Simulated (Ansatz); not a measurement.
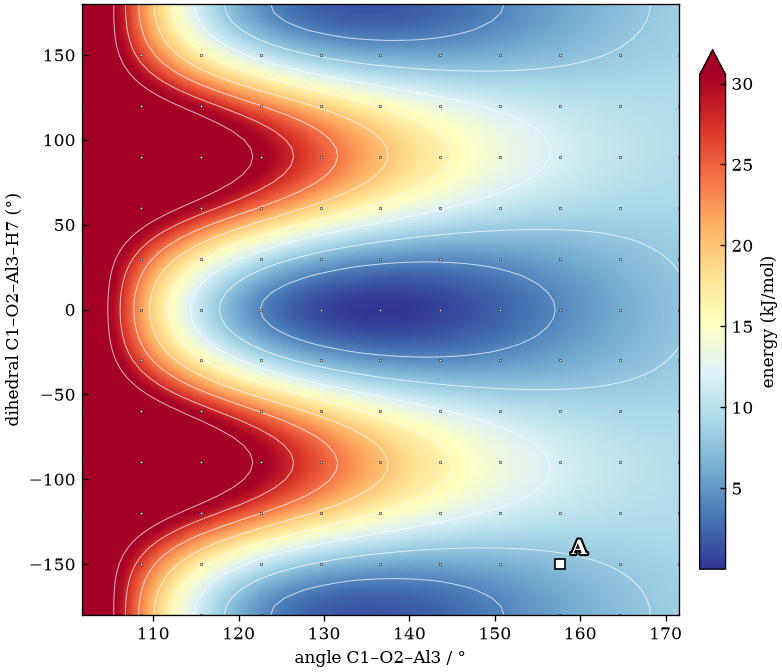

CH₅AlO, SMILES C[O][AlH2]. The first coordinate is: angle C1–O2–Al3; the second: dihedral C1–O2–Al3–H7. Nothing is relaxed (all other coordinates rigid). Grid: 11 × 12 points. Points are written as (first, second). Energies: kJ/mol, counted from the lowest grid point. Method: Ansatz 0.2.0, RKS PBE-D4/def2-SVP.

The picture shows a smooth colour map with a few white contour lines, dots at the grid points, one colour for all values above the top of the scale, the point A. Between grid points the surface is interpolated.

Which way does the force act at A, and how strong is it?

A, at (157.6°, −150°), is not a stationary point. The computed force is 0.13 kJ/mol for each degree towards smaller values of angle C1–O2–Al3 and 0.098 kJ/mol for each degree towards smaller values of dihedral C1–O2–Al3–H7.
